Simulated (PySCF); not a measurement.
## Electronic structure of C$_{4}$H$_{6}$F$_{2}$SeSi in real space

```yaml
atoms:
  - { symbol: F, position_ang: [2.9829, -0.7829, 1.0072] }
  - { symbol: Si, position_ang: [1.7128, -0.8080, 0.0362] }
  - { symbol: F, position_ang: [2.3634, -1.4909, -1.2622] }
  - { symbol: C, position_ang: [1.1083, 0.9143, -0.3588] }
  - { symbol: C, position_ang: [-0.1332, 1.3475, -0.1672] }
  - { symbol: C, position_ang: [-1.2948, 0.5502, 0.3476] }
  - { symbol: C, position_ang: [-1.3101, -0.9267, -0.0159] }
  - { symbol: Se, position_ang: [0.0560, -2.0142, 0.9364] }
  - { symbol: H, position_ang: [1.8434, 1.6115, -0.7368] }
  - { symbol: H, position_ang: [-0.3689, 2.3847, -0.3777] }
  - { symbol: H, position_ang: [-1.3299, 0.6534, 1.4381] }
  - { symbol: H, position_ang: [-2.2140, 0.9977, -0.0412] }
  - { symbol: H, position_ang: [-1.1474, -1.0690, -1.0849] }
  - { symbol: H, position_ang: [-2.2691, -1.3681, 0.2572] }
```

Geometry: GFN2-xTB.

Method: B3LYP/def2-SVPD, SCF density, gas phase (PySCF 2.14.0).

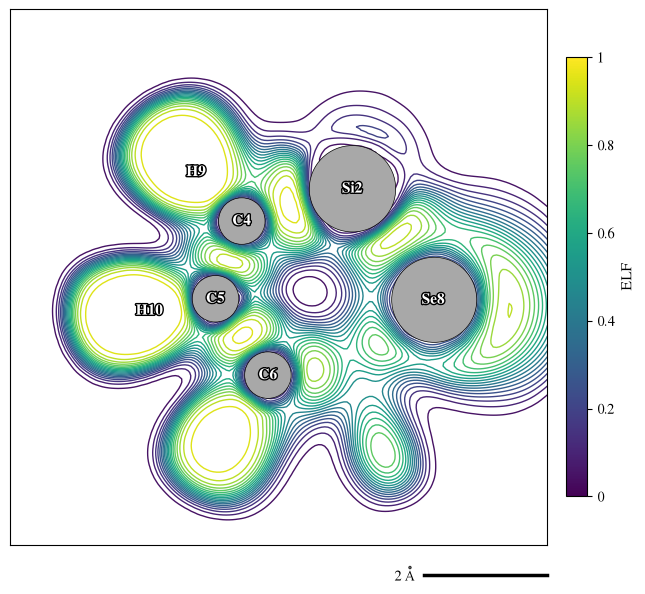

Figure 1. Electron localisation function on the plane of atoms Si2, C4 and H9. Grey discs cover the atomic cores.

**Read the bonding off the picture.**

- The plane passes through Si, C, Se and H nuclei.
- C–C (1.33 Å): the ELF peaks at about 0.95 between the atoms; a multiple bond.
- C–Si (1.87 Å): the ELF peaks at about 0.95 between the atoms: a covalent bond.
- Si–Se (2.24 Å): the ELF peaks at about 0.90 between the atoms (a shared electron pair).
- C–H (1.08 Å): the ELF climbs to about 1 towards the hydrogen, as it does in any bond to H: an ordinary covalent bond to hydrogen.
- C–C (1.50 Å): the ELF peaks at about 0.95 between the atoms (a shared electron pair).
- The ELF also peaks beside Se8, away from the bonds: lone-pair regions.

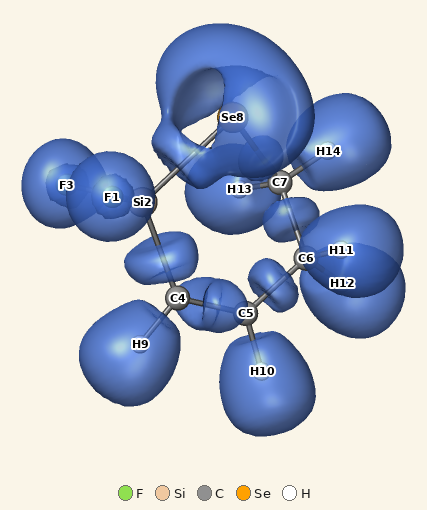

Figure 2. Isosurface of the electron localisation function at 0.75 (blue), seen at a tilt. Only the valence region is drawn (cores and ρ < 0.01 e/Å³ removed).

**Where are the electrons localised?**

The surface consists of three regions between bonded C–C atoms (shared pairs), one region between bonded C–Se atoms (shared pairs), one region between bonded C–Si atoms (shared pairs), six regions around hydrogen nuclei, one region on Se in which the atom's valence shell and bonds are merged and two regions wrapped around F (its lone pairs, merged into a ring or cap). Along the contacts the grid gives the following. Si–F (1.60 Å): the ELF peaks at about 0.85 in the valence shell of F, 0.5 Å from its nucleus, and is about 0.50 at the midpoint.

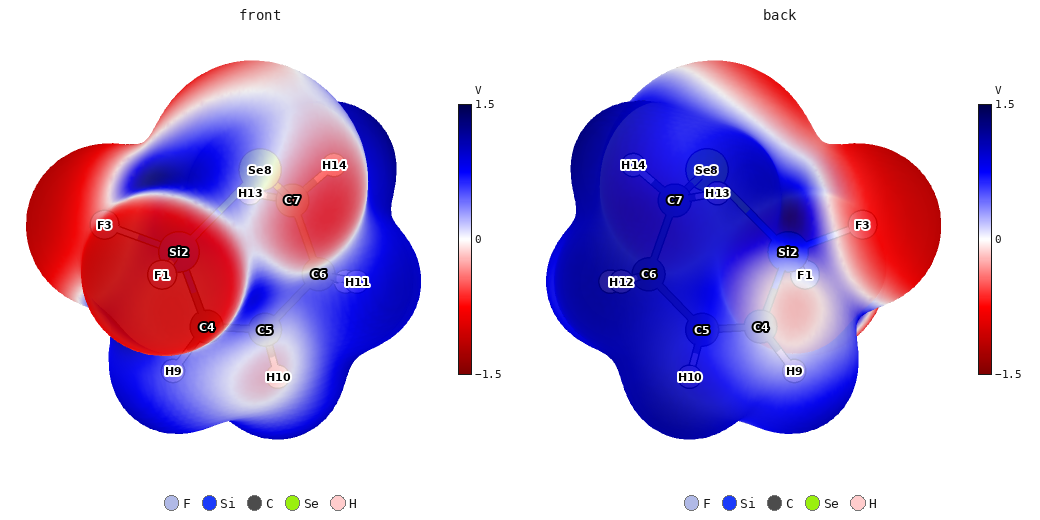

Figure 3. The molecular electrostatic potential painted on the density surface at 0.002 e/bohr³, seen from the front and from behind; the colour scale runs from red (negative) to blue (positive).

**Which sites attract a positive test charge, and which a negative one?**

A positive charge is drawn to the negative regions and a negative charge to the positive ones. The most negative region (about −1.1 V) lies over F3, the most positive (about +1.3 V) over Si2 and H14.

**What dipole moment does the calculation give?**

Its dipole moment is 4.32 D.
